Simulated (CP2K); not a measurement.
Consider methanol monohydrate at its PBE geometry (Å).

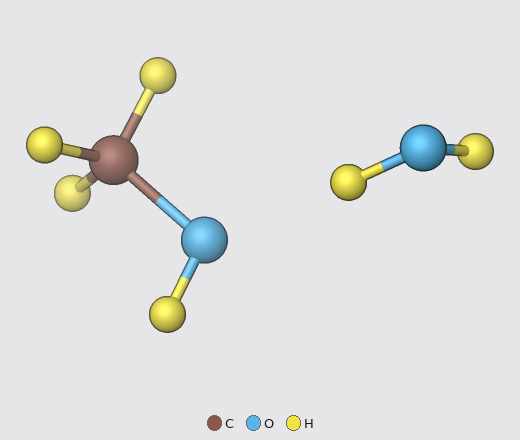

The molecule (carbon brown, oxygen blue, hydrogen yellow).

```xyz
9

C    -1.2751   -0.2139    0.3426
O     0.1241   -0.5445    0.4557
O     2.0955    1.0662   -0.8697
H    -1.8893   -1.1180    0.2121
H    -1.3734    0.4168   -0.5479
H    -1.6356    0.3530    1.2152
H     0.2609   -1.0487    1.2737
H     1.4492    0.5079   -0.3844
H     2.2436    0.5812   -1.6973
```

Method: CP2K XAS_TDP, all-electron GAPW, PBEh(45%), aug-cc-pVDZ, TDA, GW2X-corrected core level, no relativity.

Q: Predict the bright core excitations at the O K edge.

Leading lines: O2 535.81 eV and O3 535.51 eV. The leading line of an atom is its first one with 35 % of the strongest within 2.5 eV of its lowest line over the strength cut. Core ionisation energies at this level: O2 539.25 and O3 538.21 eV.

The first six lines of each atom with a strength over 0.0015:

| atom | energy (eV) | states | strength, one atom | above the computed threshold |
| --- | --- | --- | --- | --- |
| O2 (bonded to C and H, takes 1 H bond) | 535.81 | 1 | 0.0145 |  |
|  | 537.34 | 1 | 0.0245 |  |
|  | 537.95 | 1 | 0.0073 |  |
|  | 538.53 | 1 | 0.0118 |  |
|  | 539.01 | 1 | 0.0051 |  |
|  | 539.75 | 1 | 0.0071 | yes |
| O3 (bonded to 2 H, gives 1 H bond) | 535.51 | 1 | 0.0127 |  |
|  | 536.82 | 1 | 0.0086 |  |
|  | 537.34 | 1 | 0.0026 |  |
|  | 537.78 | 1 | 0.0041 |  |
|  | 538.00 | 1 | 0.0058 |  |
|  | 538.36 | 1 | 0.0046 | yes |

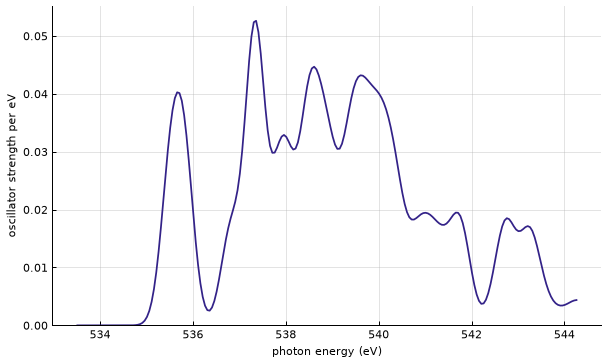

All atoms added, broadened by 0.5 eV.

Lines are vertical, at one geometry, with no vibrational structure. GW2X ionisation energies and lines can be off by 1 to 2 eV either way, and a good line position may hide errors that cancel. These values hold no scalar relativity, about 0.4 eV for O 1s. Rydberg lines, and the discretised continuum above threshold, depend on the basis and the box. This is one low-energy arrangement of the cluster, relaxed without a dispersion correction; others exist.

[Banner, clock and machine lines of the logs are left out without a mark of their own.]

[Logs are printed without paths, hosts, clocks, repeated set-up lines and the standing remarks that a program may print on its own settings, such as how far it seeks lower states.]

[Hosts, paths, dates, database ids (printed as entryN), source tags and the programs' standing remarks are cut or masked in the printed files.]
